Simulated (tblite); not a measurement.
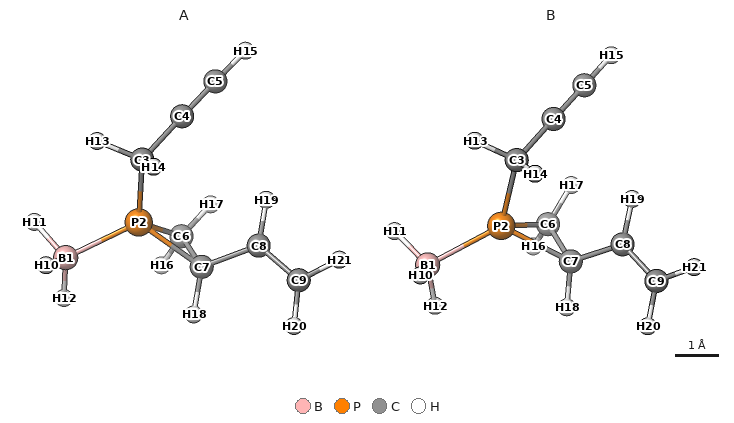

Two geometries of C7H12BP, drawn at one scale. One is the start of a relaxation, the other its converged end. A ball-and-stick model, seen face on.

Level of theory: GFN2-xTB geometry optimisation, gas phase (tblite). 

Q: Which of the two is the end point?

A: Structure B is the relaxed one. The largest move after the best rigid fit is that of H21, 0.55 Å. By element the largest moves are H 0.55 Å, C 0.31 Å, B 0.23 Å, P 0.13 Å. Near-neighbour distances that change, for instance: P2–C3 1.774 → 1.871 Å, B1–P2 1.895 → 1.948 Å, P2–C6 1.767 → 1.819 Å, C3–H13 1.141 → 1.096 Å. Among the angles between lasting bonds that change: C3–P2–C6 125.2° → 107.2°, C3–P2–C7 119.0° → 106.9°, B1–P2–C6 114.5° → 124.9°. The energy falls by 0.693 eV in 99 geometry steps.
